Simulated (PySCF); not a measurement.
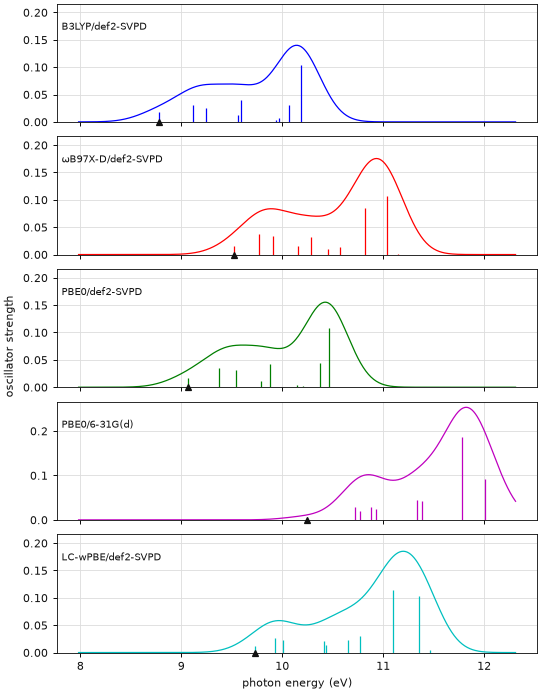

Vertical TDDFT spectra of C₂H₄F₂ (1,2-difluoroethane), SMILES FCCF at one geometry and several levels (PySCF 2.14.0, at a PBE0-D3(BJ)/def2-SVP geometry (no frequency check)); sticks with Gaussians of 1/e half-width 0.30 eV, the triangle marks S1, which has the same leading orbital pair at all these levels. Only the lowest states were computed, so the high end is incomplete. States within 0.01 eV of each other are merged, with their strengths summed. The highest state may be half of a pair whose partner wasn't computed.

> Order the levels by their S1 energy.

From lowest to highest: B3LYP/def2-SVPD 8.78 eV, PBE0/def2-SVPD 9.06 eV, ωB97X-D/def2-SVPD 9.52 eV, LC-wPBE/def2-SVPD 9.73 eV, PBE0/6-31G(d) 10.24 eV; a spread of 1.46 eV.

Caveats, for all or some of the runs: 6-31G(d) has no diffuse functions, so states with Rydberg character are missing or too high; core orbitals are frozen in the response; one conformer of a flexible molecule; states above the negative HOMO energy depend on the basis.
